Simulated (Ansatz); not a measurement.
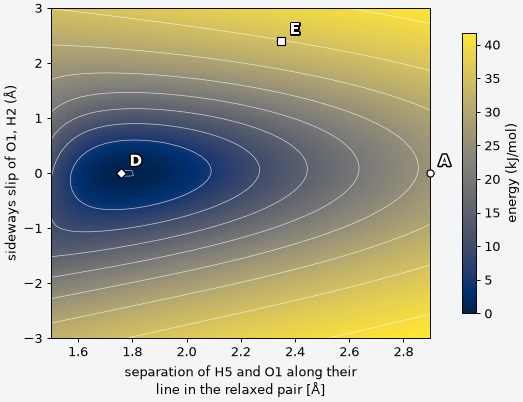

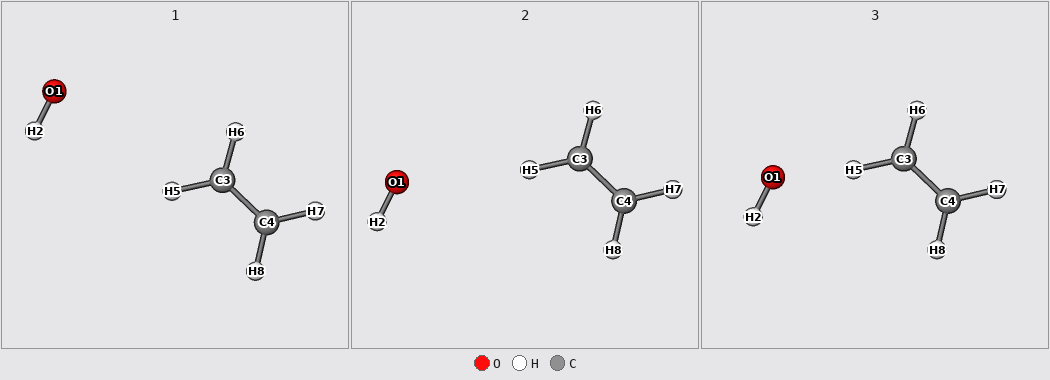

The pair HO···C₂H₄, charge −1. The first coordinate is: separation of H5 and O1 along their line in the relaxed pair; the second: sideways slip of O1, H2. Nothing is relaxed (both partners rigid). The grid has 11 × 11 points. Points are written as (first, second). All energies are given in kJ/mol relative to the lowest grid point. These are results of RKS PBE0-D4/def2-TZVPD in Ansatz, not measurements.

In the figure: a smooth colour map with a few white contour lines, lettered points. Between grid points the surface is interpolated. The numbered pictures are the structures at these points, in random order.

Question: Which structure belongs to which point?

Answer: A is structure 2: (2.899 Å, 0.0 Å), 26.0 kJ/mol; D is structure 3: (1.759 Å, 0.0 Å), 0.0 kJ/mol; E is structure 1: (2.349 Å, 2.4 Å), 34.9 kJ/mol.
